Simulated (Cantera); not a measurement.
Feed: 1 mol SiC, 0.013 mol H₂O, 3.7 mol H₂, 0.15 mol O₂, equilibrated at 1652 °C.

These are equilibrium values from Cantera (NASA tables, ideal gas, pure condensed phases), not measurements of a reactor. Candidate condensed phases: C, C₆H₆, C₇H₈, C₈H₁₈, H₂O, Si, SiC, SiO₂; 123 gas species. Mutual solubility and eutectic melting of coexisting phases are not modelled. The tables hold silica as quartz up to 1696 K and as liquid above; real silica turns to tridymite and cristobalite and melts near 1996 K. Gases not in the tables: Si₂H₆ and higher silanes. Rates play no part.

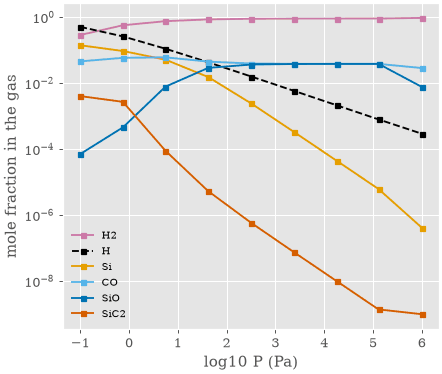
Figure: Equilibrium gas composition (values under 1e-9 drawn at 1e-9)

At 0.000750 Torr the condensed part is C(graphite). At 0.00563 Torr the condensed part is C(graphite) + SiC(s). From 0.0420 Torr to 975 Torr the condensed part is SiC(s). At 7500 Torr the condensed part is SiC(s) + SiO₂(condensed). The main Si-bearing gas is Si at 0.000750 Torr and SiO at 7500 Torr. The share of Si in condensed phases is highest at 7500 Torr (97.0 %) and lowest at 0.000750 Torr (0.0 %).
